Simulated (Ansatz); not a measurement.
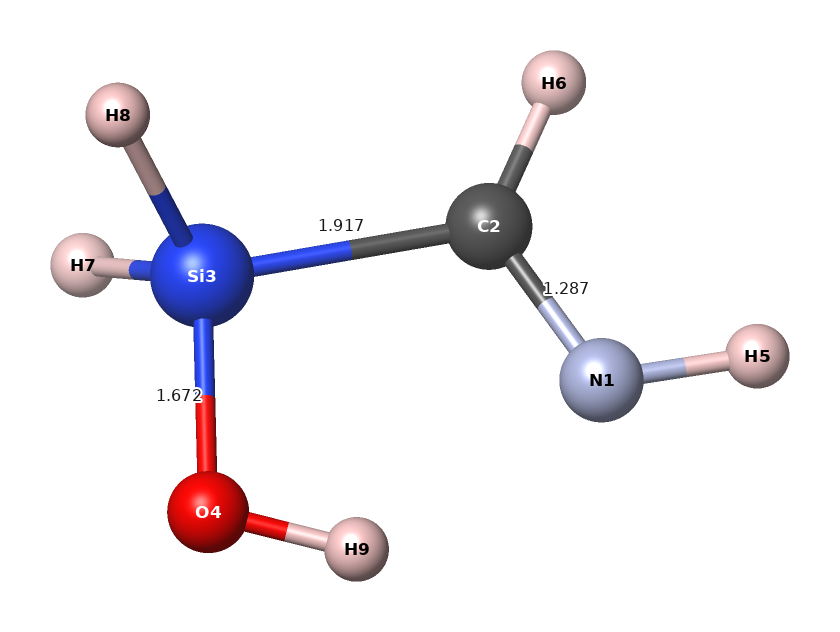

Bond lengths are marked in Å; every bond is drawn as one stick. Computed geometry: PBE-D4/def2-SVP optimisation. No frequency run is at hand to confirm it as a minimum.

> Which of the marked bonds are single, double, triple or aromatic?

N1–C2 double; C2–Si3 single; Si3–O4 single.

> Give the structure as SMILES.

[H]/N=C/[SiH2]O
